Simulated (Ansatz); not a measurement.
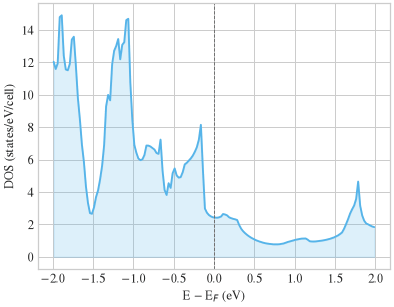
*Density of states of Ni3ZnN (Pm-3m) near the Fermi level, PBEsol, rigid bands run with Ansatz (a first-principles code).*

With 5 atoms a cell, what bare Sommerfeld coefficient γ = (π²/3) k_B² N(E_F) follows?

N(E_F) ≈ 2.5 states/eV a cell at 300 K, so γ ≈ 1.18 mJ/(mol of atoms·K²), before many-body enhancement (phonons, spin fluctuations, correlation).

How far does the Fermi level move in a rigid band for 0.1 electron a cell added or removed?

40 meV and -39 meV.

A metal at this level (no band gap); rigid bands, thermally averaged at 300 K, both spins. Spin-orbit coupling is left out. Geometry: cell and atoms relaxed with PBEsol.

Computed structure with no diffraction record at hand here (it may be known, metastable or hypothetical): Ni3ZnN (Pm-3m). Treated as nonmagnetic (a ferromagnetic start lost its moment, other orders weren't tried): Ni3ZnN (Pm-3m).
